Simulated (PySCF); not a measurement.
H3F2InO, singlet, PBE0/def2-SVP optimised geometry. Atoms within 1.6 Å of the plane z = 0.6 Å (x, y, z in Å): In1 (-0.49, -0.31, 0.00), H2 (-1.50, -1.61, -0.38), F3 (-0.97, 1.61, 0.00), F4 (1.50, -0.31, 0.00), O5 (0.02, 0.35, 2.15), H6 (-0.25, 1.27, 1.94), H7 (0.97, 0.33, 1.96).

Method: PBE0/def2-TZVP, def2 effective core potentials past Kr (PySCF). The core electrons that the potentials of In replace are not part of the density.

Map of the electrostatic potential (hartree/e), clipped to [-0.08, 0.12] on the plane z = 0.6 Å:

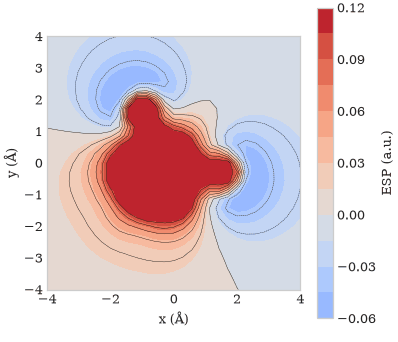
*Electrostatic potential (hartree/e), clipped to [-0.08, 0.12] on the plane z = 0.6 Å.*
